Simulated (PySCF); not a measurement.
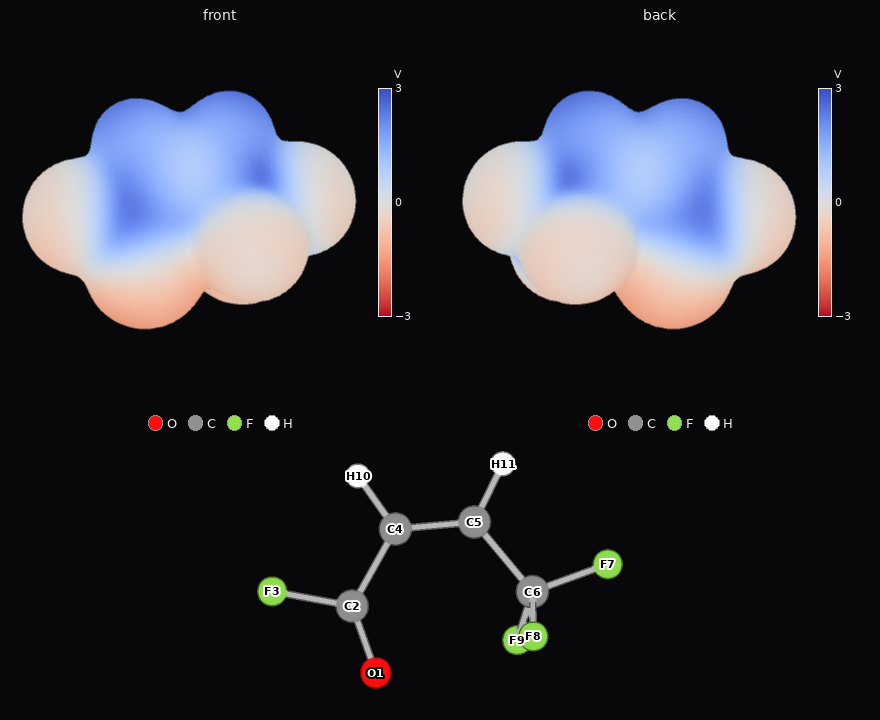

The picture shows: C4H2F4O. The electrostatic potential painted on the density surface at 0.004 e/bohr³, seen from the front and from behind; red is negative and blue positive. The bare structure is drawn below in the same view.

Geometry: GFN2-xTB.

Theory: PySCF, B3LYP/def2-SVPD, SCF density, gas phase.

The calculation's input:

```
{"job": {"kind": "uv", "xc": "B3LYP", "basis": "def2-SVPD", "nstates": 8, "ntriplets": 3}, "charge": 0, "multiplicity": 1}
O      1.022307    -1.782642     0.178687
C      1.519176    -0.715951     0.225310
F      2.863369    -0.602274     0.408981
C      0.927214     0.630359     0.116118
C     -0.366075     0.873523    -0.070299
C     -1.434229    -0.184264    -0.200762
F     -2.633914     0.390220    -0.383493
F     -1.237652    -0.990539    -1.248336
F     -1.541515    -0.946750     0.891625
H      1.630092     1.447426     0.199481
H     -0.743347     1.883563    -0.143274
```

Command:

```sh
OMP_NUM_THREADS=1 python probes_run.py task.json out
```

### Where is the surface potential most negative and most positive?

The most negative region (about −1.3 V) lies over O1, the most positive (about +2.4 V) over C5, C6 and H11. O1 is the likeliest acceptor of a hydrogen bond.
